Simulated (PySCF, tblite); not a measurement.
# C₁₀H₁₀O₃: NMR shifts

Aim: compute the NMR shifts of C₁₀H₁₀O₃ (`COC(=O)c1ccc(C(C)=O)cc1`).

Programs: tblite 0.8.0 and PySCF 2.14.0, with routines of our own; each step states its level. All values are computed. Atoms count from 0.

### Step 1. The starting structure

23 atoms, charge 0, multiplicity 1; geometry from: force field, distance geometry or constructed start.

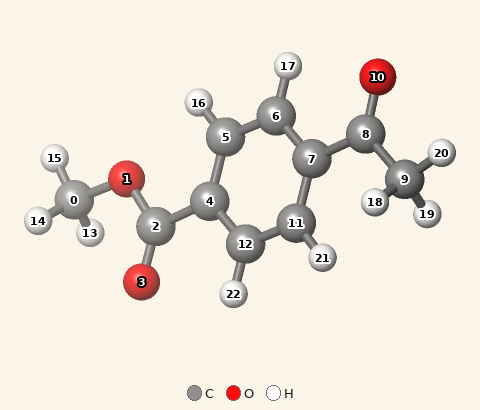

The starting geometry (carbon grey, oxygen red, hydrogen white).

### Step 2. Optimising the geometry with GFN2-xTB

Job settings and geometry (Å):

```
{"job": {"kind": "relax", "xc": "GFN2-xTB", "basis": "xTB"}, "charge": 0, "multiplicity": 1}
C      4.630200    -0.094600     0.327900
O      3.246600     0.285200     0.234900
C      2.400500    -0.770300     0.179600
O      2.707800    -1.943600     0.184900
C      0.984900    -0.297700     0.092700
C      0.641100     1.060600     0.073500
C     -0.697900     1.448700    -0.012600
C     -1.711500     0.487100    -0.081000
C     -3.128400     0.949100    -0.172600
C     -4.237000    -0.072200    -0.250000
O     -3.380100     2.154200    -0.182300
C     -1.376700    -0.875000    -0.069400
C     -0.034300    -1.258400     0.021100
H      4.809600    -0.672300     1.237700
H      4.923100    -0.654300    -0.557400
H      5.221600     0.822000     0.381300
H      1.409000     1.834900     0.132500
H     -0.947200     2.504400    -0.019400
H     -4.121400    -0.680400    -1.148400
H     -4.236000    -0.693500     0.649200
H     -5.200200     0.447700    -0.309800
H     -2.129900    -1.650800    -0.124400
H      0.223500    -2.314600     0.031900
```

The run is started by

```console
$ OMP_NUM_THREADS=2 python large_run.py task.json out
```

The driver reads the jobs from task.json and runs them one after another.

Log:

```text
step      E/eV     max force
  0   -1052.95592    1.528
  1   -1053.00336    1.650
  2   -1053.03472    0.288
  3   -1053.04381    0.211
  4   -1053.05052    0.201
  5   -1053.05470    0.129
  6   -1053.05733    0.119
  7   -1053.05858    0.106
  8   -1053.05950    0.107
  9   -1053.06021    0.070
 10   -1053.06055    0.045
 11   -1053.06113    0.066
 12   -1053.06136    0.065
 13   -1053.06178    0.087
 14   -1053.06243    0.078
 15   -1053.06267    0.036
 16   -1053.06295    0.042
 17   -1053.06315    0.038
 18   -1053.06330    0.029
 19   -1053.06337    0.030
 20   -1053.06342    0.021
 21   -1053.06345    0.016
```

Wall time 0.18 s (2 threads of Arm Neoverse V1, shared host).

Relaxation path:

```
step  energy from step 0 (eV)  largest force (eV/Å)
   0                   0.0000                1.5290
   1                  -0.0474                1.6506
   2                  -0.0788                0.2883
   3                  -0.0879                0.2116
   4                  -0.0946                0.2010
   5                  -0.0988                0.1293
   6                  -0.1014                0.1190
   7                  -0.1027                0.1068
   8                  -0.1036                0.1068
   9                  -0.1043                0.0700
  10                  -0.1046                0.0451
  11                  -0.1052                0.0654
  12                  -0.1054                0.0649
  13                  -0.1059                0.0863
  14                  -0.1065                0.0783
  15                  -0.1067                0.0359
  16                  -0.1070                0.0421
  17                  -0.1072                0.0381
  18                  -0.1074                0.0292
  19                  -0.1074                0.0298
  20                  -0.1075                0.0203
  21                  -0.1075                0.0157
```

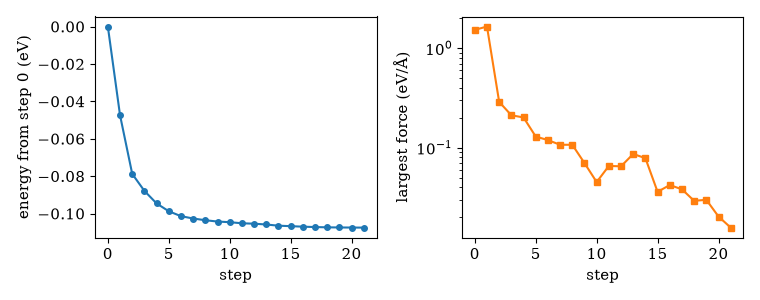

Energy and force, step by step.

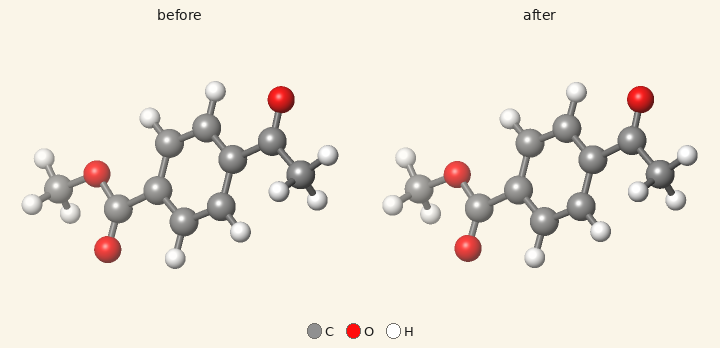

Before and after, at one scale.

Distances of close pairs at the start and the end, largest changes first:

```
   bond  before (Å)  after (Å)  change (Å)
 C8–O10       1.231      1.210      -0.021
C11–C12       1.399      1.380      -0.019
  C0–O1       1.438      1.419      -0.018
  C5–C6       1.397      1.379      -0.018
 C5–H16       1.092      1.078      -0.014
  O1–C2       1.354      1.340      -0.014
  C2–C4       1.495      1.485      -0.010
 C9–H20       1.096      1.087      -0.009
```

The next job starts from the end point, and lists it.

### Step 3. Geometry optimisation at PBE0-D3(BJ)/def2-SVP

Job settings and geometry (Å):

```
{"job": {"xc": "PBE0", "basis": "def2-SVP", "d3": "d3bj", "grid": 1, "kind": "geom"}, "charge": 0, "multiplicity": 1}
C      4.612875    -0.094571     0.328217
O      3.242596     0.265689     0.241922
C      2.371578    -0.750675     0.176440
O      2.705575    -1.910187     0.188698
C      0.962961    -0.288646     0.088200
C      0.627577     1.063062     0.074453
C     -0.697699     1.433591    -0.009841
C     -1.711104     0.475593    -0.081988
C     -3.113683     0.971462    -0.171294
C     -4.209003    -0.060947    -0.248200
O     -3.356092     2.156820    -0.181228
C     -1.367842    -0.876116    -0.067097
C     -0.042183    -1.251252     0.017289
H      4.791892    -0.694576     1.223139
H      4.908527    -0.675876    -0.547969
H      5.170162     0.837797     0.374685
H      1.405563     1.807677     0.129502
H     -0.983901     2.474593    -0.022445
H     -4.076309    -0.684553    -1.129410
H     -4.189953    -0.695614     0.634849
H     -5.169425     0.444773    -0.306909
H     -2.127778    -1.639266    -0.121197
H      0.242814    -2.292586     0.030052
```

Log:

```text
step   0  E = -611.65451529  max force = 0.009672
step   1  E = -611.65533320  max force = 0.002143
step   2  E = -611.65550132  max force = 0.002167
step   3  E = -611.65563743  max force = 0.005772
step   4  E = -611.65581738  max force = 0.002396
step   5  E = -611.65584754  max force = 0.002283
step   6  E = -611.65590973  max force = 0.000700
step   7  E = -611.65590335  max force = 0.001587
step   8  E = -611.65593095  max force = 0.000292
step   9  E = -611.65592754  max force = 0.000299
optimisation converged
```

Run time: 1.9 min. Hardware: 2 threads of Arm Neoverse V1, shared host; peak memory 1.2 GiB.

The steps of the relaxation:

```
step  energy from step 0 (eV)  largest force component (eV/Å)
   0                   0.0000                          0.4974
   1                  -0.0223                          0.1102
   2                  -0.0268                          0.1114
   3                  -0.0305                          0.2968
   4                  -0.0354                          0.1232
   5                  -0.0363                          0.1174
   6                  -0.0379                          0.0360
   7                  -0.0378                          0.0816
   8                  -0.0385                          0.0150
   9                  -0.0384                          0.0154
```

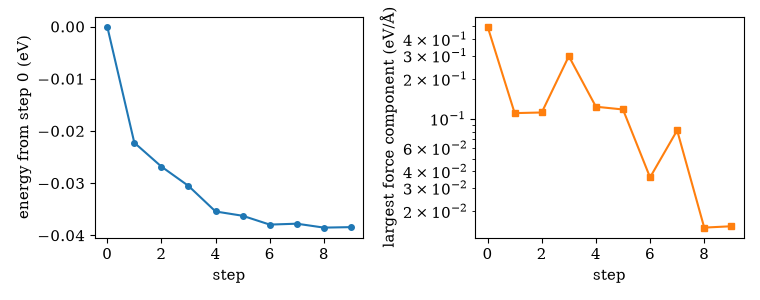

Energy and force, step by step.

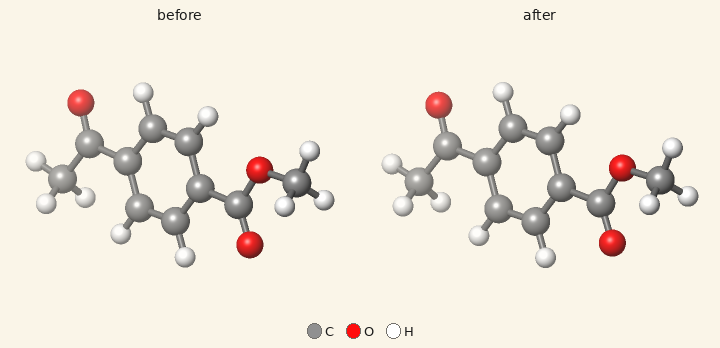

The geometry before (left) and after (right).

Distances of close pairs at the start and the end, largest changes first:

```
   bond  before (Å)  after (Å)  change (Å)
 C9–H19       1.088      1.101      +0.013
 C9–H18       1.088      1.101      +0.013
C11–H21       1.078      1.092      +0.013
 C5–H16       1.078      1.091      +0.012
 C6–H17       1.080      1.092      +0.012
C12–H22       1.080      1.092      +0.012
  C7–C8       1.490      1.501      +0.010
C11–C12       1.380      1.390      +0.009
```

The end geometry stands in the next job.

```
                         at the end point                value
  point group (found at 0.08 Å tolerance)                   C1
rotational constants (GHz, main isotopes)  2.614, 0.358, 0.316
                        dipole moment (D)                 1.29
```

### Step 4. NMR shifts: GIAO PBE0/pcSseg-2

Job settings and geometry (Å):

```
{"job": {"kind": "nmr", "xc": "PBE0", "basis": "pcSseg-2", "pop": true}, "charge": 0, "multiplicity": 1}
C      4.630326    -0.023950     0.189612
O      3.257432     0.318188     0.135878
C      2.402290    -0.708351     0.115723
O      2.753224    -1.861313     0.138336
C      0.981644    -0.265153     0.062967
C      0.621081     1.087119     0.014452
C     -0.719593     1.441682    -0.036427
C     -1.716709     0.458038    -0.038782
C     -3.145051     0.914978    -0.094501
C     -4.235724    -0.125210    -0.100210
O     -3.405356     2.096960    -0.133592
C     -1.349690    -0.893072     0.010395
C     -0.008056    -1.251954     0.060173
H      4.842349    -0.653500     1.066142
H      4.930453    -0.577355    -0.712726
H      5.181337     0.921097     0.255472
H      1.401394     1.849218     0.017480
H     -1.033070     2.486845    -0.075742
H     -4.131517    -0.799320    -0.964430
H     -4.189281    -0.747040     0.807253
H     -5.206666     0.381768    -0.146550
H     -2.111278    -1.675003     0.009960
H      0.300863    -2.298345     0.097434
```

Level: GIAO PBE0/pcSseg-2 NMR shielding, non-relativistic, gas phase.

Log:

```text
start: PBE on a coarse grid of 19518 points
cycle   1  E = -611.9444787036  dE =  1.973e+00  |g| = 1.336e+00  |ddm| = 3.708e+00
cycle   2  E = -608.6227516935  dE =  3.322e+00  |g| = 3.601e+00  |ddm| = 1.042e+01
cycle   3  E = -611.7422724657  dE = -3.120e+00  |g| = 1.402e+00  |ddm| = 9.596e+00
cycle   4  E = -612.2702221992  dE = -5.279e-01  |g| = 2.647e-01  |ddm| = 1.409e+00
cycle   5  E = -612.2457038911  dE =  2.452e-02  |g| = 3.904e-01  |ddm| = 5.341e-01
cycle   6  E = -612.2855470725  dE = -3.984e-02  |g| = 9.793e-02  |ddm| = 3.733e-01
cycle   7  E = -612.2875936753  dE = -2.047e-03  |g| = 3.477e-02  |ddm| = 1.358e-01
cycle   8  E = -612.2877938069  dE = -2.001e-04  |g| = 2.081e-02  |ddm| = 5.767e-02
cycle   9  E = -612.2878692459  dE = -7.544e-05  |g| = 6.519e-03  |ddm| = 2.118e-02
final grid: 183298 points
cycle  10  E = -612.3009334243  dE = -8.711e-03  |g| = 8.491e-02  |ddm| = 7.581e-01
cycle  11  E = -612.2978163523  dE =  3.117e-03  |g| = 1.553e-01  |ddm| = 1.954e-01
cycle  12  E = -612.3023103682  dE = -4.494e-03  |g| = 1.914e-02  |ddm| = 1.602e-01
cycle  13  E = -612.3023719238  dE = -6.156e-05  |g| = 6.885e-03  |ddm| = 2.912e-02
cycle  14  E = -612.3023787612  dE = -6.837e-06  |g| = 1.750e-03  |ddm| = 6.647e-03
cycle  15  E = -612.3023796112  dE = -8.500e-07  |g| = 6.162e-04  |ddm| = 2.803e-03
cycle  16  E = -612.3023797540  dE = -1.428e-07  |g| = 2.981e-04  |ddm| = 1.163e-03
cycle  17  E = -612.3023790582  dE =  6.958e-07  |g| = 5.756e-05  |ddm| = 8.943e-04
converged SCF energy = -612.3023790582

GIAO shielding tensors (ppm)
atom      isotropic    diamagn.    paramagn.     s11        s22        s33       span
  0 C      130.307     232.413    -102.106    100.633    114.516    175.771     75.138
  1 O      152.880     399.351    -246.471    -30.129    237.423    251.346    281.475
  2 C       10.151     257.636    -247.485    -85.230     49.207     66.477    151.707
  3 O      -81.510     394.117    -475.627   -358.280   -226.287    340.038    698.319
  4 C       41.086     248.987    -207.900    -62.004     29.043    156.220    218.224
  5 C       44.740     257.423    -212.683    -60.120     19.318    175.022    235.141
  6 C       45.927     258.223    -212.296    -62.153     16.533    183.401    245.554
  7 C       35.786     253.994    -218.208    -62.445     11.811    157.992    220.437
  8 C      -21.223     249.982    -271.205   -112.024    -45.493     93.847    205.871
  9 C      156.010     243.730     -87.720    138.963    143.717    185.350     46.387
 10 O     -322.051     398.798    -720.849   -924.966   -399.782    358.596   1283.563
 11 C       46.109     258.935    -212.826    -55.318     22.781    170.865    226.183
 12 C       43.018     258.539    -215.520    -68.923     21.075    176.902    245.825
 13 H       27.277      26.190       1.087     23.749     25.271     32.812      9.063
 14 H       27.443      26.125       1.318     24.018     25.117     33.195      9.177
 15 H       27.581      25.873       1.708     23.575     26.505     32.665      9.090
 16 H       22.800      34.791     -11.992     17.958     21.689     28.751     10.793
 17 H       22.541      34.218     -11.677     17.935     22.280     27.408      9.473
 18 H       28.473      28.714      -0.241     24.560     29.162     31.697      7.137
 19 H       28.479      28.610      -0.131     24.581     29.143     31.712      7.131
 20 H       28.952      24.857       4.095     25.255     27.954     33.648      8.393
 21 H       23.044      35.979     -12.935     18.932     21.530     28.670      9.738
 22 H       22.524      35.323     -12.800     18.176     21.386     28.009      9.833
```

Wall time 51 s (2 threads of Arm Neoverse V1, shared host); peak memory 1.4 GiB.

The references, computed at this level on geometries of the same kind, shield at (ppm): 1H TMS 31.25, 13C TMS 184.1, 17O H2O 328.2. Their shielding less the atom's gives the shift. The references are single molecules in the gas phase, so shifts against H2O, NH3, PH3, H3PO4 or CFCl3 are not on the usual liquid scales and can be off by tens of ppm. Atoms listed in one row are averaged.

```
        atoms                                  environment  σ (ppm)  δ (ppm)
           C8                       ketone carbonyl carbon    -21.2    205.3
           C2                        ester carbonyl carbon     10.2    174.0
           C7                  substituted aromatic carbon     35.8    148.3
           C4                  substituted aromatic carbon     41.1    143.0
      C5, C12                                  aromatic CH     43.9    140.2
      C6, C11                                  aromatic CH     46.0    138.1
           C0                    methyl carbon bonded to O    130.3     53.8
           C9                methyl carbon α to a carbonyl    156.0     28.1
     H16, H22                   hydrogen on an aromatic CH    22.66     8.58
     H17, H21                   hydrogen on an aromatic CH    22.79     8.45
H13, H14, H15      hydrogen on a methyl carbon bonded to O    27.43     3.81
H18, H19, H20  hydrogen on a methyl carbon α to a carbonyl    28.63     2.61
          O10                                ketone oxygen   -322.1    650.2
           O3                        ester carbonyl oxygen    -81.5    409.7
           O1                          ester alkoxy oxygen    152.9    175.3
```

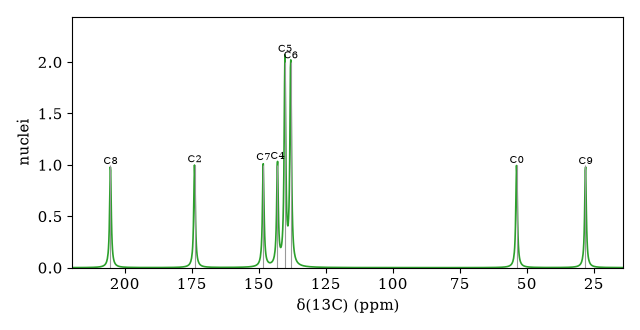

13C lines at the computed shifts, without couplings. Lines are broadened to a width of 0.71 ppm (Lorentzian).

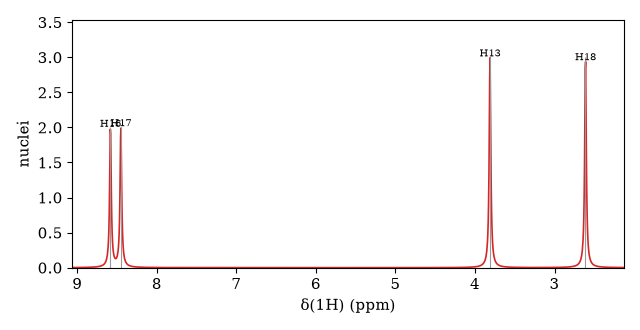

1H lines at the computed shifts, without couplings. Lines are broadened to a width of 0.02 ppm (Lorentzian).

Charges from the same density, by scheme (e):

```
  atoms  Mulliken    IAO  Hirshfeld  ESP fit
     C0      0.12  -0.22      -0.04    -0.36
     O1     -0.38  -0.34      -0.09    -0.23
     C2      0.48   0.52       0.20     0.77
     O3     -0.43  -0.48      -0.25    -0.55
     C4      0.17  -0.05      -0.01    -0.19
C5, C12     -0.10  -0.13      -0.04    -0.08
C6, C11     -0.08  -0.13      -0.04    -0.10
     C7      0.19  -0.05      -0.01    -0.09
     C8      0.26   0.39       0.16     0.65
     C9     -0.07  -0.48      -0.13    -0.54
    O10     -0.39  -0.42      -0.23    -0.51
```

Hirshfeld charges:

C0 -0.04; O1 -0.09; C2 0.20; O3 -0.25; C4 -0.01; C5 -0.04; C6 -0.04; C7 -0.01; C8 0.16; C9 -0.13; O10 -0.23; C11 -0.04; C12 -0.04; H13 0.05; H14 0.05; H15 0.06; H16 0.05; H17 0.06; H18 0.06; H19 0.06; H20 0.06; H21 0.06; H22 0.06

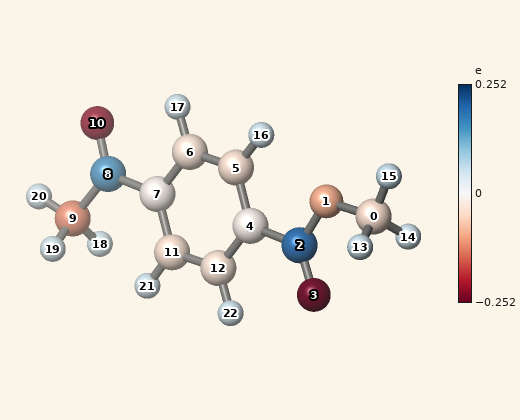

Hirshfeld charges, as colours on the atoms.

Mayer bond orders: C0–O1 0.88, O1–C2 1.08, C2–O3 1.82, C2–C4 1.03, C4–C5 1.32, C5–C6 1.44, C6–C7 1.36, C7–C8 1.04, C8–C9 0.98, C8–O10 1.88, C7–C11 1.29, C11–C12 1.44, C12–C4 1.41.

Ring of atoms C4, C5, C6, C7, C11, C12: NICS(0) -8.1, NICS(1) -9.9, NICS(1)zz -26.5 ppm (means of both faces).

[end of part 1 of 2]
